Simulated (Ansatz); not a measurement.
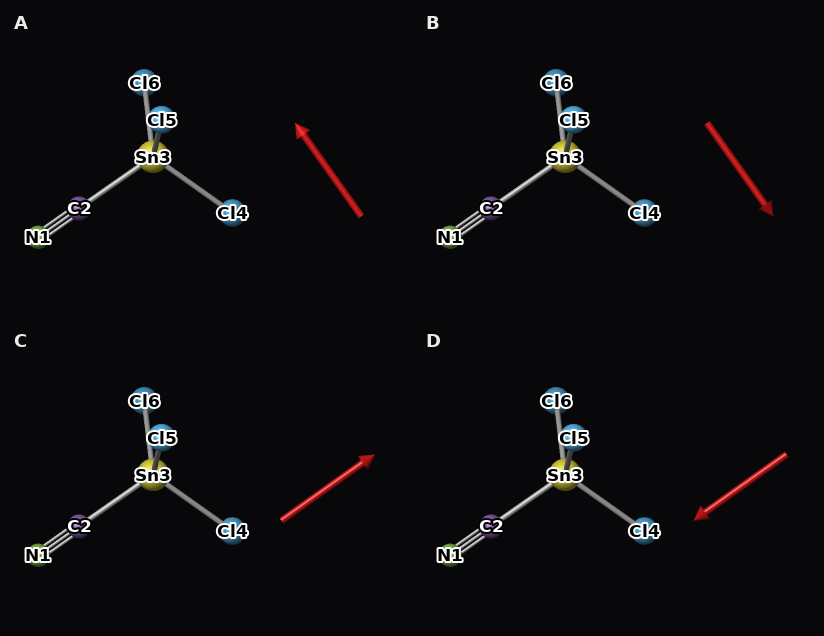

The same molecule four times, each with an arrow. The computed structure is the end point of a PBE-D4/def2-SVP optimisation. No frequency run is at hand to confirm it as a minimum. Method: RKS PBE-D4/def2-SVP, core potentials on Sn (Ansatz 0.2.0).

> Which arrow points along the dipole moment, from the negative to the positive end?

C. The dipole moment is 1.70 D; it points from the side of N1 to the side of Cl4, Cl5, Cl6 (the outermost atoms at the two ends).
